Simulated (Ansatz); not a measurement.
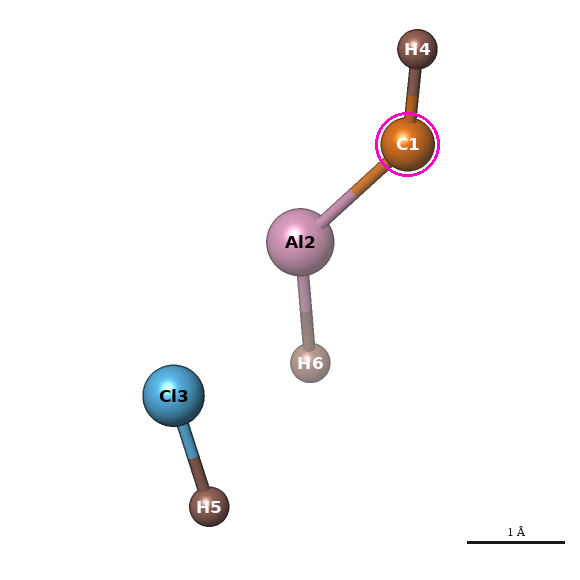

Orthographic view. Atoms fade into the background with distance from the viewer. State: neutral, doublet. The geometry was computed by an optimisation with PBE-D4/def2-SVP. No frequency run is at hand to confirm it as a minimum.

Question: Name the neighbours of the circled atom.

Answer: The circled atom is C1; it is bonded to Al2, H4.

Question: Which two atoms are farthest apart in space?

Answer: H4 and H5, 5.21 Å.

Question: Which atom is farthest from the viewer?

Answer: H6, 1.8 Å behind the mean position.
